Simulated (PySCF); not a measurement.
F₂Si (cation, charge +1), SMILES F[Si]F, doublet at its CAM-B3LYP/def2-SVP optimised geometry (Å):

```
3

F      1.1682    -0.6776     0.0000
Si    -0.3931    -0.6776     0.0000
F     -1.1682     0.6776     0.0000
```

Computed with unrestricted CAM-B3LYP/def2-TZVP run with PySCF 2.14.0. Cells within 0.4 Å of a nucleus heavier than hydrogen are left out (blank, or x).

Map of the Laplacian of the electron density (e/bohr⁵), clipped to [-1.50, 1.50] on the plane z = 0.0 Å:

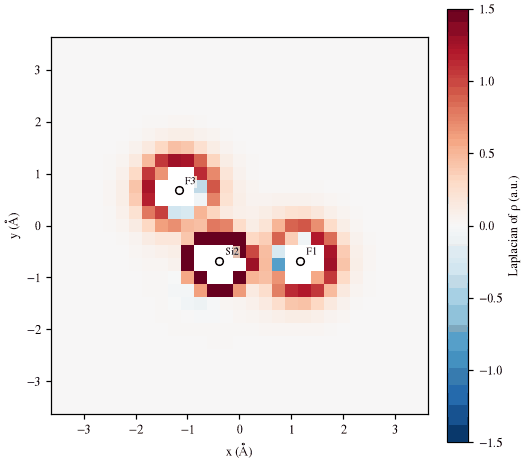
Figure: Laplacian of the electron density (e/bohr⁵), clipped to [-1.50, 1.50] on the plane z = 0.0 Å.
